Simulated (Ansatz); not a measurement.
# RbSb4F13 (I4/m): converging the G0W0 gap

Aim: see how the G0W0 gap of RbSb4F13 (I4/m) on PBE moves with empty bands and screening cutoff, and what each rung costs.

Main program and level: Ansatz 0.2.0; G0W0 on PBE, plane waves, PAW; PAW set soft_1.

## 1. Set-up

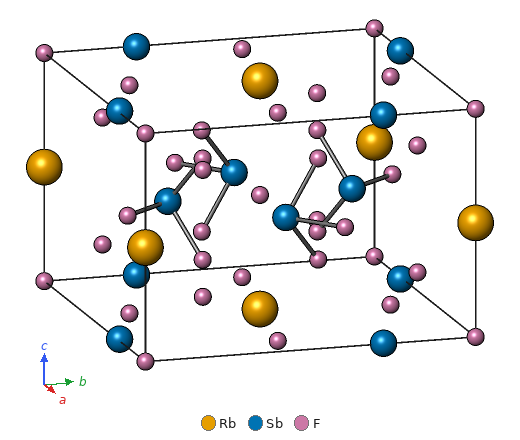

The cell as given, slightly off an axis (rubidium orange, antimony blue, fluorine pink). This picture shows the conventional cell, with its axes. Bonds to atoms that aren't drawn are left out. Some periodic images of atoms are drawn too.

Geometry: measured cell, ions relaxed with PBE. The runs that relaxed it are not among those shown. Spin-orbit coupling is left out unless a step names it.

## 2. 168 empty bands, screening to 39 eV

Now the one-shot GW correction: screening in the RPA, then the self-energy of the levels asked for. This step takes PAW set soft_1 files.

input.yaml

```yaml
crystal:
  lattice:
    - [-4.8175, 4.8175, 3.2815]
    - [4.8175, -4.8175, 3.2815]
    - [4.8175, 4.8175, -3.2815]
  atoms:
    - { symbol: Rb, position: [0.5, 0.5, 0.0] }
    - { symbol: Sb, position: [0.0063970689, 0.2770921314, 0.2834892002] }
    - { symbol: Sb, position: [0.2770921314, 0.9936029311, 0.2706950625] }
    - { symbol: Sb, position: [0.9936029311, 0.7229078686, 0.7165107998] }
    - { symbol: Sb, position: [0.7229078686, 0.0063970689, 0.7293049375] }
    - { symbol: F, position: [0.0, 0.0, 0.0] }
    - { symbol: F, position: [0.5614796371, 0.8766087358, 0.4380883729] }
    - { symbol: F, position: [0.8766087358, 0.4385203629, 0.3151290987] }
    - { symbol: F, position: [0.4385203629, 0.1233912642, 0.5619116271] }
    - { symbol: F, position: [0.1233912642, 0.5614796371, 0.6848709013] }
    - { symbol: F, position: [0.4300990428, 0.3344864191, 0.3207384218] }
    - { symbol: F, position: [0.3344864191, 0.0137479972, 0.9043873762] }
    - { symbol: F, position: [0.0137479972, 0.109360621, 0.6792615782] }
    - { symbol: F, position: [0.109360621, 0.4300990428, 0.0956126238] }
    - { symbol: F, position: [0.5699009572, 0.6655135809, 0.6792615782] }
    - { symbol: F, position: [0.6655135809, 0.9862520028, 0.0956126238] }
    - { symbol: F, position: [0.9862520028, 0.890639379, 0.3207384218] }
    - { symbol: F, position: [0.890639379, 0.5699009572, 0.9043873762] }
kpoints:
  mp_grid: { grid: [4, 4, 4] }
hamiltonian:
  xc: pbe
  pseudopotentials: { kind: paw, azcp: { folder: soft_1 } }
scf:
  occupations: { method: fixed }
gw:
  n_empty_bands: 168
  ecut_chi: 39
  qp_bands: [v4, c4]
  qp_kpoints: band_edges
  screening: { model: contour_deformation }
```

Started as:

```bash
$ ansatz run input.yaml --threads 2 --pin off --max-ram 92160MiB --backend cuda --events-out ev --progress --plain --runs-dir out --devices 1 --max-vram 13GiB
```

Numbers of over 12 decimals in the logs are rounded to 6 here.

Output:

```text
GPUs: using 1 of 1 available (devices: 1).
Engine: ansatz 0.2.0, x86_64-unknown-linux-gnu
Pseudopotentials: kind: paw
Pseudopotential: Rb, paw, valence charge 9, recommended cutoff 420 eV (normal), soft_1/Rb.paw.azcp
Pseudopotential: Sb, paw, valence charge 15, recommended cutoff 420 eV (normal), soft_1/Sb.paw.azcp
Pseudopotential: F, paw, valence charge 7, recommended cutoff 420 eV (normal), soft_1/F.paw.azcp
Functional definition: PBE
  parameter kappa = 0.804
  parameter beta = 0.066725
  exchange = pbe_x(kappa = kappa, mu = beta*pi^2/3)
  correlation = pbe_c(beta = beta)
device memory: the entry about to start is reckoned to put 3.7 GiB on a device that reports 56.4 GiB free (of which the cap on the GPU budget leaves the run 13.0 GiB)
GPU FFT provider: cuFFT
GPU libraries: cuBLAS 13.8.2, cuFFT 12.4.0, cuSOLVER 12.3.4
Crystal: 18 atoms, lattice volume = 304.632 Å³
Basis set: ecut = 420 eV, 5959 PW (Γ)
Bands: 98, of which v1, the nominal top of the filled ones, is band 80 counted from 1 (79 counted from 0)
Symmetry: 8 space group operations
Space group: I4/m (ITA 87), of the structure as read, at distance tolerance 6.7e-5 Å
k-points: 14 of 64
Non-local potential: Rb, projectors of the file, l = 0: 3, l = 1: 2, l = 2: 2
Non-local potential: Sb, projectors of the file, l = 0: 2, l = 1: 2, l = 2: 2, l = 3: 1
Non-local potential: F, projectors of the file, l = 0: 2, l = 1: 2, l = 2: 1
PAW form: soft (Blöchl's): semilocal exchange-correlation on the pseudo side does not see the compensation charge
PAW one-centre angular grid: Rb, 110 points (default); XC on 64 Gauss nodes
PAW one-centre angular grid: Sb, 590 points (default); XC on 64 Gauss nodes
PAW one-centre angular grid: F, 110 points (default); XC on 64 Gauss nodes
Initial density: superposition of atomic densities (chi_scale 0.1, normalization cell, long waves kept (reshape's long-wave potential 0.05 eV rms))
Initial wavefunctions: pseudopotential atomic-orbital guess
GPU buffer pool allocated for 157464 grid points (all kernels)
GPU transforms: local potential and band sums: pruned to the plane-wave sphere, on 54×54×54
Functional: x = pbe(κ = 0.804, μ = 0.219515), c = pbe(β = 0.066725)
SCF iter   1: F=—  HF=-39728.626187 eV  |F-HF|=—  |Δ(HF+E_count)|=         —  Δρ=9.62e-2  dr2=2.50e1  ethr=3.10e-3  ⟨swp⟩=4.6  Hψ=5383  notcnv=0  defer=207
preconditioner: auto → Resta (q_TF=auto, 2.451 Å⁻¹)  ε∞=3.9  [insulator: Δε(μ)=4.035 eV  Ē_g=13.472 eV  n_scr=70 (ndim 8)  ℏωp=23.1 eV  f_vac=0.078  ε∞_Penn≈3.9]
SCF iter   2: F=—  HF=-39721.699188 eV  |F-HF|=—  |Δ(HF+E_count)|=    6.93e0  Δρ=3.66e-2  dr2=4.16e0  ethr=3.10e-3  ⟨swp⟩=3.0  Hψ=2911  notcnv=0  defer=153
SCF iter   3: F=—  HF=-39720.735760 eV  |F-HF|=—  |Δ(HF+E_count)|=   9.63e-1  Δρ=1.53e-2  dr2=1.25e0  ethr=2.60e-3  ⟨swp⟩=2.9  Hψ=2469  notcnv=0  defer=190
SCF iter   4: F=—  HF=-39720.334695 eV  |F-HF|=—  |Δ(HF+E_count)|=   4.01e-1  Δρ=5.01e-3  dr2=1.34e-1  ethr=7.81e-4  ⟨swp⟩=2.6  Hψ=2159  notcnv=0  defer=212
SCF iter   5: F=—  HF=-39720.314054 eV  |F-HF|=—  |Δ(HF+E_count)|=   2.06e-2  Δρ=4.69e-3  dr2=5.08e-2  ethr=8.37e-5  ⟨swp⟩=2.0  Hψ=2454  notcnv=0  defer=220
SCF iter   6: F=—  HF=-39720.304841 eV  |F-HF|=—  |Δ(HF+E_count)|=   9.21e-3  Δρ=1.56e-3  dr2=6.69e-3  ethr=3.17e-5  ⟨swp⟩=2.7  Hψ=1928  notcnv=0  defer=223
SCF iter   7: F=—  HF=-39720.304753 eV  |F-HF|=—  |Δ(HF+E_count)|=   8.78e-5  Δρ=3.22e-4  dr2=4.53e-4  ethr=4.18e-6  ⟨swp⟩=2.0  Hψ=2269  notcnv=0  defer=223
SCF iter   8: F=—  HF=-39720.304929 eV  |F-HF|=—  |Δ(HF+E_count)|=   1.76e-4  Δρ=1.92e-4  dr2=7.96e-5  ethr=2.83e-7  ⟨swp⟩=2.0  Hψ=1940  notcnv=0  defer=219
SCF iter   9: F=—  HF=-39720.304931 eV  |F-HF|=—  |Δ(HF+E_count)|=   2.27e-6  Δρ=8.14e-5  dr2=1.44e-5  ethr=4.98e-8  ⟨swp⟩=2.0  Hψ=1944  notcnv=0  defer=142
SCF iter  10: F=—  HF=-39720.304935 eV  |F-HF|=—  |Δ(HF+E_count)|=   3.94e-6  Δρ=2.10e-5  dr2=1.30e-6  ethr=8.99e-9  ⟨swp⟩=2.0  Hψ=1804  notcnv=0  defer=142
SCF iter  11: F=-39720.304936 eV  HF=-39720.304936 eV  |F-HF|=2.94e-8  |Δ(HF+E_count)|=   1.18e-6  Δρ=5.07e-6  dr2=6.93e-8  ethr=6.25e-11  ⟨swp⟩=13.0  Hψ=7510  notcnv=0
SCF 1 converged in 11 iterations: F = -39720.304936 eV  dr2 = 6.93e-8
  greatest PAW one-centre occupation: 0.997 electrons in one spin orbital (limit 2), on the Sb atom at site 3 (counted from 0), in its partial waves of l = 2
device memory: the entry about to start is reckoned to put 4.3 GiB (of the 4.4 GiB reckoned in all, the device holds 0.2 GiB already) on a device that reports 53.1 GiB free (of which the cap on the GPU budget leaves the run 12.9 GiB)
NSCF: frozen V_eff on 14 k-points
the band table was solved once the SCF had ended and its energy, with any forces and stress, was formed, with the checks that follow a solve (5577 applications of the Hamiltonian). They found nothing against the state; the energy, forces and stress were not computed again (output.eigenvalues in the input reference)
device memory: the entry about to start is reckoned to put 3.4 GiB on a device that reports 53.2 GiB free (of which the cap on the GPU budget leaves the run 13.0 GiB)
NSCF: frozen V_eff on 14 k-points
G₀W₀ screening: q 1/14
[... further progress lines ...]
device memory: the entry about to start is reckoned to put 1.4 GiB on a device that reports 48.0 GiB free (of which the cap on the GPU budget leaves the run 13.0 GiB)
NSCF: frozen V_eff on 1 k-points
SCF converged after 11 iterations
Free energy (F): -39720.304936 eV
Harris-Foulkes:  -39720.304936 eV  (|F-HF|=2.94e-8)
Internal energy: -39720.304936 eV  (E = F + TS)
E sigma→0 (E₀):  -39720.304936 eV
Fermi energy:    2.887139 eV
--- Per-component energies (eV) ---
  E_band       = -1504.911495
  E_kinetic    = 3390.614402
  E_local      = -16330.635520  (includes V_loc(G=0)·N_el)
  E_nonlocal   = 2870.139525
  E_hartree    = 6362.606442
  E_xc         = -1521.827418
  E_vxc        = -1776.300187  (∫ρ·V_xc dr)
  E_paw        = -23443.393447  (= ΣΔE_a)
  E_vpaw       = -2383.946458  (= ΣTr[D̂ρ^β])
  E_aug_tail   = 0.009679  (compensation charges beyond the density's cutoff)
  E_ewald      = -11047.818601
  E_smearing   = -0.000000  (= −TS)
  E_closure    = 0.000000  (closes the sum)
  Σ components = -39720.304936   (vs F -39720.304936, Δ=0.00e0)
--- Band table (eV; the first three rows and the last of 14) ---
  k-point 0: bands = [... 76 lower, 2.3638, 2.5839, 2.8071, 2.8071, 7.9606, 8.5321, 8.5419, 8.5419, ... 14 higher]
  k-point 1: bands = [... 76 lower, 2.3593, 2.6182, 2.7208, 2.8481, 8.0117, 8.2404, 8.4630, 8.7223, ... 14 higher]
  k-point 2: bands = [... 76 lower, 2.3556, 2.5773, 2.6713, 2.8735, 8.1310, 8.1987, 8.3819, 8.4111, ... 14 higher]
  k-point 13: bands = [... 76 lower, 2.5018, 2.7293, 2.7293, 2.8096, 7.8601, 7.8801, 7.9043, 8.8310, ... 14 higher]
--- G₀W₀: contour deformation, 5 samples at zero and on the imaginary axis and 2 off it, 64 q-points, 168 empty bands' worth ---
  eigenvalues of the whole cell's RPA ε∞ on this k-mesh (on a slab, of 1 + 4πα/V) = 2.3922, 2.6327, 2.6327; static W/v taken at q = 0 is 0.393428
  bands read: the sum over 248 bands ends inside a degenerate multiplet in 2 slots, whose members it reads at an even weight; the widest, k=0: bands 248 to 249 (counted from 1) at 1/2 each
  gw.qp_kpoints: band_edges: 14 of 14 stored k-points solved, in 1 pass; an edge of the gap read off the rows below is read off those points alone
    ik  band        ε_KS         Σx   Σc(E_QP)       V_xc       Z   E_QP_lin       E_QP  E_QP is
     0    77      2.3638   -31.7317     6.2249   -23.6901  0.7387     0.4663     0.5470  root
     0    78      2.5839   -24.7729     3.1361   -20.3079  0.8031     1.2320     1.2551  root
     0    79      2.8071   -25.1597     3.1928   -20.6918  0.8014     1.5115     1.5321  root
     0    80      2.8071   -25.1597     3.1928   -20.6918  0.8014     1.5115     1.5321  root
     0    81      7.9606   -12.3732    -2.5633   -16.4500  0.8315     9.4971     9.4740  root
     0    82      8.5321    -9.3406    -3.0961   -14.1405  0.8333    10.2711    10.2358  root
     0    83      8.5419   -10.0996    -2.9544   -14.6937  0.8321    10.2133    10.1815  root
     0    84      8.5419   -10.0996    -2.9544   -14.6937  0.8321    10.2133    10.1815  root
     1    77      2.3593   -31.7314     6.2246   -23.6903  0.7387     0.4621     0.5428  root
     1    78      2.6182   -24.8980     3.1940   -20.3822  0.8012     1.2734     1.2964  root
     1    79      2.7208   -25.5546     3.3679   -20.8727  0.7978     1.3839     1.4070  root
     1    80      2.8481   -25.4430     3.2189   -20.9315  0.8023     1.5346     1.5555  root
     1    81      8.0117   -11.8827    -2.6401   -16.0556  0.8326     9.5684     9.5445  root
     1    82      8.2404    -9.6376    -2.9611   -14.2135  0.8350     9.8846     9.8552  root
     1    83      8.4630   -10.8604    -2.8223   -15.2675  0.8300    10.0770    10.0477  root
     1    84      8.7223   -10.4857    -3.0062   -15.1988  0.8315    10.4636    10.4292  root
     2    77      2.3556   -31.7357     6.2235   -23.6955  0.7388     0.4582     0.5389  root
     2    78      2.5773   -26.8259     3.9054   -21.5063  0.7864     1.1328     1.1632  root
     2    79      2.6713   -25.4305     3.3445   -20.7578  0.7985     1.3194     1.3430  root
     2    80      2.8735   -25.5632     3.2074   -21.0479  0.8038     1.5445     1.5656  root
     2    81      8.1310    -9.6489    -2.9330   -14.1756  0.8356     9.7527     9.7247  root
     2    82      8.1987   -11.0486    -2.8314   -15.5111  0.8344     9.8580     9.8298  root
     2    83      8.3819   -11.2541    -2.7501   -15.5322  0.8308     9.9354     9.9098  root
     2    84      8.4111   -11.2786    -2.7481   -15.5823  0.8290     9.9945     9.9666  root
[...]
13    77      2.5018   -25.9066     3.4845   -21.0323  0.7976     1.0856     1.1121  root
    13    78      2.7293   -25.7784     3.4789   -20.9979  0.7942     1.4044     1.4278  root
    13    79      2.7293   -25.7784     3.4789   -20.9979  0.7942     1.4044     1.4278  root
    13    80      2.8096   -26.5811     3.5002   -21.6984  0.7993     1.4022     1.4272  root
    13    81      7.8601   -10.7189    -2.7568   -15.0071  0.8381     9.4143     9.3914  root
    13    82      7.8801   -10.7172    -2.7047   -14.9114  0.8341     9.3924     9.3695  root
    13    83      7.9043    -9.6015    -2.8058   -13.8677  0.8401     9.3856     9.3647  root
    13    84      8.8310   -10.5793    -2.9913   -15.2813  0.8279    10.5788    10.5417  root
```

Elapsed: 40 s, on 1 × NVIDIA H100 80GB HBM3 (shared by 6 runs) with 2 threads of AMD EPYC 7R13 (Zen 3), shared host; peak memory 1.6 GiB.

Numbers from this step:

- bands summed: 248
- RPA ε∞ on this mesh (eigenvalues): 2.392, 2.633, 2.633
- plane waves in the screening matrix: 151
- q-points in the mesh: 64
- G0W0 gap on the mesh: 7.470 eV
- k of the valence top: 0.25, 0.25, 0.25
- k of the conduction bottom: 0.25, 0.25, -0.25
- starting gap on the mesh: 4.755 eV
- Z at the valence top: 0.8041
- Z at the conduction bottom: 0.8377
- least direct G0W0 gap on the computed points: 7.553 eV

The gap on the mesh goes from 4.76 eV to 7.47 eV, a correction of +2.71 eV. Between the two edge states, bare exchange in place of the xc potential would open the gap by 8.53 eV, and correlation takes back 5.82 eV.

## 3. 476 empty bands, screening to 78 eV

Bands and screening cutoff are moved together, since each hides the error of the other.

input.yaml: that of step 2 with these lines changed.

```diff
@@ -32,4 +32,4 @@
 gw:
-  n_empty_bands: 168
-  ecut_chi: 39
+  n_empty_bands: 476
+  ecut_chi: 78
   qp_bands: [v4, c4]
```

Output:

```text
GPUs: using 1 of 1 available (devices: 1).
[...]
GPU FFT provider: cuFFT
GPU libraries: cuBLAS 13.8.2, cuFFT 12.4.0, cuSOLVER 12.3.4
Crystal: 18 atoms, lattice volume = 304.632 Å³
Basis set: ecut = 420 eV, 5959 PW (Γ)
Bands: 98, of which v1, the nominal top of the filled ones, is band 80 counted from 1 (79 counted from 0)
Symmetry: 8 space group operations
[...]
k-points: 14 of 64
[...]
GPU buffer pool allocated for 157464 grid points (all kernels)
[...]
SCF iter   1: F=—  HF=-39728.626187 eV  |F-HF|=—  |Δ(HF+E_count)|=         —  Δρ=9.62e-2  dr2=2.50e1  ethr=3.10e-3  ⟨swp⟩=4.6  Hψ=5383  notcnv=0  defer=207
[...]
SCF iter  11: F=-39720.304936 eV  HF=-39720.304936 eV  |F-HF|=2.94e-8  |Δ(HF+E_count)|=   1.18e-6  Δρ=5.07e-6  dr2=6.93e-8  ethr=6.25e-11  ⟨swp⟩=13.0  Hψ=7510  notcnv=0
SCF 1 converged in 11 iterations: F = -39720.304936 eV  dr2 = 6.93e-8
[...]
NSCF: frozen V_eff on 14 k-points
[...]
G₀W₀ screening: q 1/14
[... further progress lines ...]
[...]
SCF converged after 11 iterations
Free energy (F): -39720.304936 eV
[...]
Internal energy: -39720.304936 eV  (E = F + TS)
E sigma→0 (E₀):  -39720.304936 eV
Fermi energy:    2.887139 eV
[...]
--- Band table (eV; the first three rows and the last of 14) ---
  k-point 0: bands = [... 76 lower, 2.3638, 2.5839, 2.8071, 2.8071, 7.9606, 8.5321, 8.5419, 8.5419, ... 14 higher]
  k-point 1: bands = [... 76 lower, 2.3593, 2.6182, 2.7208, 2.8481, 8.0117, 8.2404, 8.4630, 8.7223, ... 14 higher]
  k-point 2: bands = [... 76 lower, 2.3556, 2.5773, 2.6713, 2.8735, 8.1310, 8.1987, 8.3819, 8.4111, ... 14 higher]
  k-point 13: bands = [... 76 lower, 2.5018, 2.7293, 2.7293, 2.8096, 7.8601, 7.8801, 7.9043, 8.8310, ... 14 higher]
[...]
0    77      2.3638   -31.7317     6.6196   -23.6901  0.7300     0.8966     0.9417  root
     0    78      2.5839   -24.7729     3.1152   -20.3079  0.7942     1.2111     1.2342  root
     0    79      2.8071   -25.1597     3.1860   -20.6918  0.7921     1.5051     1.5253  root
     0    80      2.8071   -25.1597     3.1860   -20.6918  0.7921     1.5051     1.5253  root
     0    81      7.9606   -12.3732    -2.7110   -16.4500  0.8247     9.3443     9.3264  root
     0    82      8.5321    -9.3406    -3.3721   -14.1405  0.8296     9.9832     9.9598  root
     0    83      8.5419   -10.0996    -3.1765   -14.6937  0.8275     9.9820     9.9595  root
     0    84      8.5419   -10.0996    -3.1765   -14.6937  0.8275     9.9820     9.9595  root
[...]
13    81      7.8601   -10.7189    -2.9846   -15.0071  0.8331     9.1793     9.1636  root
    13    82      7.8801   -10.7172    -2.8750   -14.9114  0.8290     9.2164     9.1992  root
    13    83      7.9043    -9.6015    -3.0528   -13.8677  0.8359     9.1314     9.1177  root
    13    84      8.8310   -10.5793    -3.2083   -15.2813  0.8227    10.3514    10.3246  root
```

Wall time 96 s (1 × NVIDIA H100 80GB HBM3 (shared by 6 runs) with 2 threads); peak memory 2.6 GiB; 2.4 min of CPU time.

Numbers from this step:

- bands summed: 556
- RPA ε∞ on this mesh (eigenvalues): 2.392, 2.639, 2.639
- plane waves in the screening matrix: 473
- q-points in the mesh: 64
- G0W0 gap on the mesh: 7.298 eV
- k of the valence top: 0.25, 0.25, 0.25
- k of the conduction bottom: 0.25, 0.25, -0.25
- starting gap on the mesh: 4.755 eV
- Z at the valence top: 0.7943
- Z at the conduction bottom: 0.8326
- least direct G0W0 gap on the computed points: 7.326 eV

Against the run with 4×4×4 mesh, 168 empty bands, screening to 39 eV, PAW set soft_1 files, the gap moves by −0.17 eV.

## 4. 1025 empty bands, screening to 130 eV

input.yaml: that of step 3 with these lines changed.

```diff
@@ -32,4 +32,4 @@
 gw:
-  n_empty_bands: 476
-  ecut_chi: 78
+  n_empty_bands: 1025
+  ecut_chi: 130.0
   qp_bands: [v4, c4]
```

Output:

```text
GPUs: using 1 of 1 available (devices: 1).
[...]
GPU FFT provider: cuFFT
GPU libraries: cuBLAS 13.8.2, cuFFT 12.4.0, cuSOLVER 12.3.4
Crystal: 18 atoms, lattice volume = 304.632 Å³
Basis set: ecut = 420 eV, 5959 PW (Γ)
Bands: 98, of which v1, the nominal top of the filled ones, is band 80 counted from 1 (79 counted from 0)
Symmetry: 8 space group operations
[...]
k-points: 14 of 64
[...]
0    84      8.5419   -10.0996    -3.3265   -14.6937  0.8256     9.8269     9.8095  root
[...]
13    81      7.8601   -10.7189    -3.1253   -15.0071  0.8310     9.0350     9.0229  root
    13    82      7.8801   -10.7172    -3.0056   -14.9114  0.8269     9.0821     9.0686  root
    13    83      7.9043    -9.6015    -3.1924   -13.8677  0.8342     8.9885     8.9781  root
    13    84      8.8310   -10.5793    -3.3682   -15.2813  0.8206    10.1853    10.1647  root
[key lines of the parts left out:]
SCF converged after 11 iterations
Free energy (F): -39720.304936 eV
Fermi energy:    2.887139 eV
```

Run time: 5.2 min. Hardware: 1 × NVIDIA H100 80GB HBM3 (shared by 6 runs) with 2 threads; peak memory 5.4 GiB; 9.1 min of CPU time.

Numbers from this step:

```yaml
bands_summed: 1105
rpa_eps_infinity_on_this_mesh_eigenvalues: 2.388, 2.631, 2.631
plane_waves_in_the_screening_matrix: 999
g0w0_gap_on_the_mesh: 7.321 eV
k_of_the_valence_top: 0.25, 0.25, 0.25
k_of_the_conduction_bottom: 0.25, 0.25, -0.25
starting_gap_on_the_mesh: 4.755 eV
least_direct_g0w0_gap_on_the_computed_points: 7.347 eV
```

Against the run with 4×4×4 mesh, 476 empty bands, screening to 78 eV, PAW set soft_1 files, the gap moves by +0.02 eV.

(Continued in part 2 of 2.)

[Paths, hosts, dates, memory and timing lines, banners, echoed tables and standing remarks are left out of the program output.]

[Logs are printed without paths, hosts, clocks, repeated set-up lines and the standing remarks that a program may print on its own settings, such as how far it seeks lower states.]

[Runs of the session that timed out or met a known fault of the program may be left out.]

[Cells called generated may have been cut or substituted from an entry of the Crystallography Open Database or the Materials Project.]

[Hosts, paths, dates, database ids (printed as entryN), source tags and the programs' standing remarks are cut or masked in the printed files.]
